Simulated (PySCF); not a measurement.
# C$_{4}$H$_{5}$F$_{3}$O (SMILES CCC(=O)C(F)(F)F): what the fields show

Input file:

```
{"job": {"kind": "uv", "xc": "wB97X-D", "basis": "def2-SVPD", "dynamic": true, "nstates": 6, "ntriplets": 0}, "charge": 0, "multiplicity": 1}
C     -1.901238    -0.026708    -0.252778
C     -0.584214    -0.297768     0.444005
C      0.593346     0.298128    -0.272131
O      0.546225     0.879507    -1.319970
C      1.955075     0.122629     0.439950
F      2.949257     0.613863    -0.272282
F      2.188454    -1.174548     0.665091
F      1.929591     0.742795     1.624693
H     -1.892157    -0.422021    -1.278360
H     -2.095513     1.053198    -0.322306
H     -2.733549    -0.493376     0.292032
H     -0.570686     0.086716     1.479078
H     -0.383267    -1.379355     0.546294
```

Run with:

```sh
OMP_NUM_THREADS=1 python probes_run.py task.json out
```

Geometry: PBE0-D3(BJ)/def2-SVP.

Computed with wB97X-D/def2-SVPD, SCF density, gas phase in PySCF.

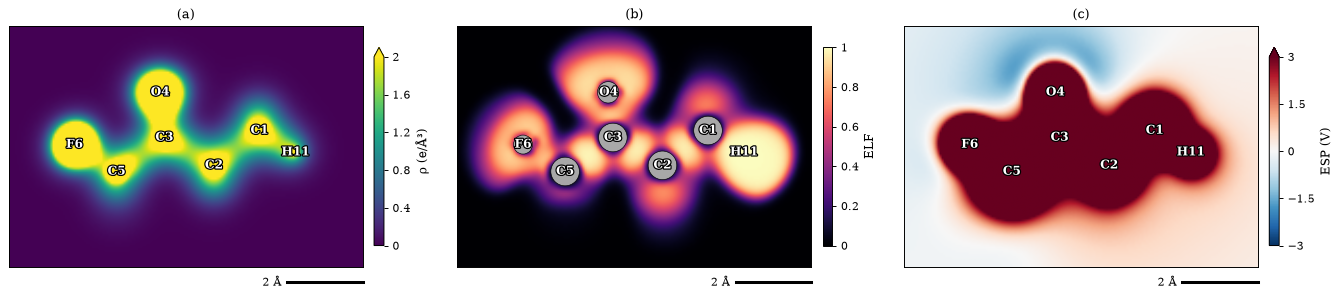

Figure 1. (a) electron density; (b) electron localisation function; (c) electrostatic potential on the plane of atoms C3, C5 and F6. Grey discs cover the atomic cores in the ELF map.

Question: Describe what can be read from this map.

Answer:
- The plane passes through C, O, F and H nuclei.
- C–O (1.20 Å): ρ at the midpoint is about 3.4 e/Å³; the ELF peaks at about 0.85 between the atoms: a short, multiple covalent bond.
- C–F (1.32 Å): ρ is about 2.5 e/Å³ halfway; the ELF peaks at about 0.85 between the atoms (a polar covalent bond).
- C–C (1.50 Å): ρ is about 1.8 e/Å³ halfway; the ELF peaks at about 0.95 between the atoms, as expected for localised, covalent bonding.
- C–H (1.10 Å): ρ is about 1.9 e/Å³ halfway; the ELF climbs to about 1 towards the hydrogen, as it does in any bond to H (a covalent bond by its length).
- C–C (1.55 Å): ρ is about 1.8 e/Å³ halfway; the ELF peaks at about 1 between the atoms (localised, covalent bonding).
- The ELF also peaks beside F6 and O4, away from the bonds: lone-pair regions.
- Outside the dense part of the molecule the potential is most negative (−1.6 V) near O4.

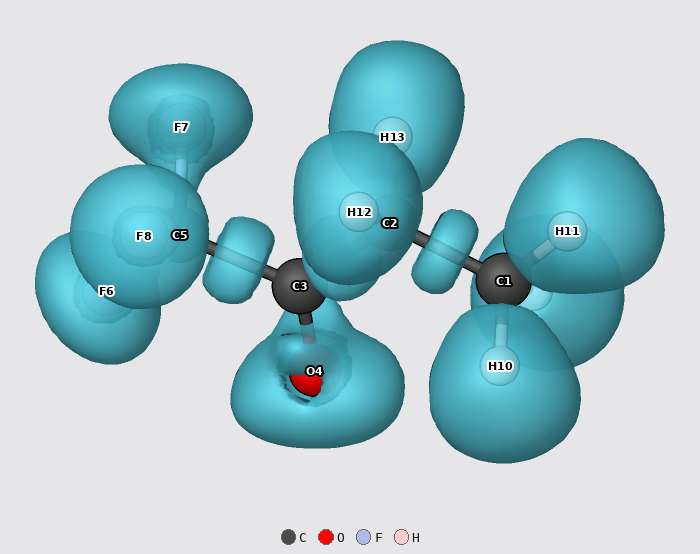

Figure 2. Isosurface of the ELF at 0.75 (cyan), seen at an oblique angle. Core shells and regions of very low density are left out.

Question: Describe the localisation domains.

Answer: At this value the surface marks out three regions between bonded C–C atoms (shared pairs), five regions around hydrogen nuclei, three regions on F in which the atom's valence shell and bonds are merged and one region on O in which the atom's valence shell and bonds are merged.

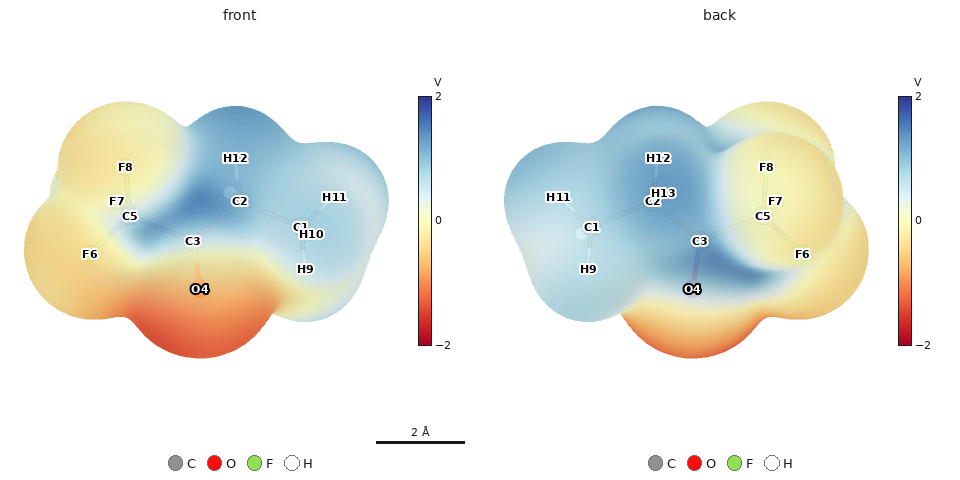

Figure 3. The electrostatic potential painted on the density surface at 0.002 e/bohr³, seen from the front and from behind; red is negative and blue positive.

Question: Describe the electrostatic potential map.

Answer: The most negative region (about −1.4 V) lies over O4, the most positive (about +1.5 V) over the π face of C3 and C5. O4 is the likeliest acceptor of a hydrogen bond.

Question: What dipole moment does the calculation give?

Answer: Its dipole moment is 2.84 D.
